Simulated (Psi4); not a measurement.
# GaH2OF (SMILES [OH][GaH][F]) at HSE06/cc-pVDZ

What is the vertical singlet–triplet gap of GaH2OF at HSE06/cc-pVDZ? 

Program for the calculation: Psi4 1.11.

1 further run of the same task is left out (set aside as unsound or not needed).

### Step 1. The molecule

The species is GaH2OF (5 atoms), meant as a singlet with charge 0. As SMILES, `[OH][GaH][F]`. Geometry: relaxed at PBE0-D4/def2-TZVP. This is one conformer, not always the lowest.

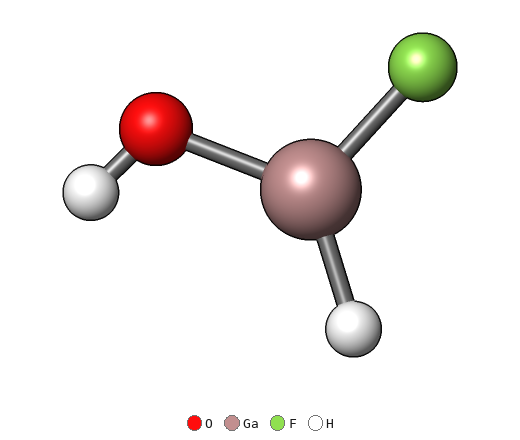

Viewed from a chosen angle; oxygen red, gallium pink, fluorine green, hydrogen white.

### Step 2. Energy and forces at HSE06/cc-pVDZ

input.dat reads:

```
memory 2200 MB

molecule {
  O     -2.13614641    -1.11248177    -0.53630427
  Ga     0.72508791     0.53006818     0.02947973
  F      0.82826696     3.35955510    -1.66522666
  H     -2.28770245    -2.68473391     0.35375673
  H      2.96498029    -0.23168042     1.74024879
  units au
  symmetry c1
}

set {
  puream true
  e_convergence 1e-09
  d_convergence 1e-08
  scf_type pk
  dft_radial_points 99
  dft_spherical_points 590
}

gradient("hse06/cc-pVDZ")
print_variables()
```

On the command line:

```sh
$ psi4 -i input.dat -o output.dat -n 1
```

output.dat:

```text
[...]
  Running in c1 symmetry.
[...]
  Nuclear repulsion =  198.339104522088945
[...]
  Multiplicity = 1
[...]
  Nalpha       = 25
  Nbeta        = 25
[...]
    Number of basis functions: 65
[...]
   @RKS iter   1: -2100.14813128001833   -3.38711e+00   1.58796e-02 ADIIS/DIIS
[...]
   @RKS iter  11: -2100.73904174299105   -4.54747e-13   1.95255e-09 DIIS
[...]
    Orbital Energies [Eh]
    ---------------------
    Doubly Occupied:
       1A   -372.958900     2A    -46.095749     3A    -40.805101
       4A    -40.800825     5A    -40.800447     6A    -24.717187
       7A    -19.206983     8A     -5.596853     9A     -3.866354
      10A     -3.857798    11A     -3.856545    12A     -1.139432
      13A     -1.005953    14A     -0.883348    15A     -0.883337
      16A     -0.881351    17A     -0.876133    18A     -0.867416
      19A     -0.509346    20A     -0.440636    21A     -0.385651
      22A     -0.376416    23A     -0.369128    24A     -0.322572
      25A     -0.319513
[...]
  @RKS Final Energy: -2100.73904174299105
   => Energetics <=
    Nuclear Repulsion Energy =            198.3391045220889453
    One-Electron Energy =               -3323.4753645677965324
    Two-Electron Energy =                1096.5511720446870640
    DFT Exchange-Correlation Energy =     -72.1539537419701844
    Empirical Dispersion Energy =           0.0000000000000000
    VV10 Nonlocal Energy =                  0.0000000000000000
    Total Energy =                      -2100.7390417429910485
[...]
 Multipole Moments:
 ------------------------------------------------------------------------------------
     Multipole            Electronic (a.u.)      Nuclear  (a.u.)        Total (a.u.)
 ------------------------------------------------------------------------------------
 L = 1.  Multiply by 2.5417464519 to convert [e a0] to [Debye]
 Dipole X            :          2.0200891           -1.6910212            0.3290678
 Dipole Y            :          1.7177735           -2.7318160           -1.0140424
 Dipole Z            :          0.0537060            0.7562426            0.8099485
 Magnitude           :                                                    1.3388743
[...]
  -Total Gradient:
     Atom            X                  Y                   Z
    ------   -----------------  -----------------  -----------------
       1        0.005933582502    -0.001694617114     0.004331435718
       2       -0.004574380038     0.004081818685    -0.005061076200
       3       -0.000359556399    -0.007397410511     0.004382907038
       4        0.000116307091     0.004890297436    -0.002962620343
       5       -0.001048020996     0.000098143750    -0.000639581958
[...]
```

Wall time 76 s (1 thread of Intel Xeon at 2.60GHz (Ice Lake), shared host); peak memory 0.91 GiB.

### Step 3. The triplet

calc.inp reads:

```
memory 2200 mb

molecule m {
  0 3
  O     -1.130400    -0.588700    -0.283800
  Ga     0.383700     0.280500     0.015600
  F      0.438300     1.777800    -0.881200
  H     -1.210600    -1.420700     0.187200
  H      1.569000    -0.122600     0.920900
  units angstrom
  symmetry c1
}

set globals {
  reference uks
  puream true
  e_convergence 1e-09
  d_convergence 1e-08
  scf_type pk
  dft_radial_points 99
  dft_spherical_points 590
  maxiter 100
}

e, wfn = gradient("hse06/cc-pVDZ", return_wfn=True)
print_variables()
```

On the command line:

```sh
$ psi4 -n 1 calc.inp calc.out
```

calc.out:

```text
[...]
  Running in c1 symmetry.
[...]
  Nuclear repulsion =  198.339104248547613
[...]
  Multiplicity = 3
[...]
  Nalpha       = 26
  Nbeta        = 24
[...]
    Number of basis functions: 65
[...]
   @UKS iter   1: -2099.78023812317451   -3.01921e+00   1.61474e-02 ADIIS/DIIS
[...]
   @UKS iter  20: -2100.49573939124139   -1.81899e-12   8.97655e-09 DIIS
[...]
   @S^2 Observed:                2.009499804E+00
[...]
    Orbital Energies [Eh]
    ---------------------
    Alpha Occupied:
       1A   -372.941437     2A    -46.079815     3A    -40.788154
       4A    -40.785783     5A    -40.784743     6A    -24.745173
       7A    -19.400058     8A     -5.580510     9A     -3.846171
      10A     -3.844199    11A     -3.841214    12A     -1.185568
      13A     -1.164942    14A     -0.870576    15A     -0.868080
      16A     -0.867408    17A     -0.861377    18A     -0.859937
      19A     -0.637972    20A     -0.546814    21A     -0.519628
      22A     -0.446050    23A     -0.412859    24A     -0.395174
      25A     -0.343738    26A     -0.099425
    Alpha Virtual:
[...]
  @UKS Final Energy: -2100.49573939124139
   => Energetics <=
    Nuclear Repulsion Energy =            198.3391042485476135
    One-Electron Energy =               -3322.1816326518346614
    Two-Electron Energy =                1095.4111540882879581
    DFT Exchange-Correlation Energy =     -72.0643650762423675
    Empirical Dispersion Energy =           0.0000000000000000
    VV10 Nonlocal Energy =                  0.0000000000000000
    Total Energy =                      -2100.4957393912413863
[...]
 Multipole Moments:
 ------------------------------------------------------------------------------------
     Multipole            Electronic (a.u.)      Nuclear  (a.u.)        Total (a.u.)
 ------------------------------------------------------------------------------------
 L = 1.  Multiply by 2.5417464519 to convert [e a0] to [Debye]
 Dipole X            :          0.5510900           -1.6910212           -1.1399313
 Dipole Y            :          1.1302590           -2.7318160           -1.6015569
 Dipole Z            :         -0.3949117            0.7562426            0.3613308
 Magnitude           :                                                    1.9987466
[...]
  -Total Gradient:
     Atom            X                  Y                   Z
    ------   -----------------  -----------------  -----------------
       1        0.078040135951     0.023374126269     0.028697880719
       2       -0.096683419250    -0.021603003725    -0.040089518875
       3        0.008653512442    -0.025646423773     0.020660058386
       4        0.003101380468     0.019603972117    -0.010427880616
       5        0.006934362043     0.004258333714     0.001193184732
[...]
```

Wall time 1.7 min (1 thread of Intel Xeon at 2.60GHz (Ice Lake), shared host); peak memory 0.91 GiB.

### Step 4. What came out

At HSE06/cc-pVDZ:

| quantity | value |
| --- | --- |
| singlet: total energy | -2100.73904 Eh |
| singlet: dipole moment | 3.40 D |
| singlet: HOMO energy | -8.69 eV |
| singlet: LUMO energy | -1.18 eV |
| singlet: HOMO–LUMO gap | 7.51 eV |
| singlet: largest force on an atom | 0.443 eV/Å |
| triplet: total energy | -2100.49574 Eh |
| triplet: dipole moment | 5.08 D |
| triplet: HOMO energy (highest over α and β) | -2.71 eV |
| triplet: ⟨S²⟩ | 2.010 |
| triplet: largest force on an atom | 5.496 eV/Å |
| vertical energy of the triplet above the singlet | 6.621 eV |

What this shows: At this shape the triplet lies 6.62 eV (153 kcal/mol) above the singlet. The largest force (singlet) is 0.44 eV/Å: the shape isn't a stationary point for this species at this level.
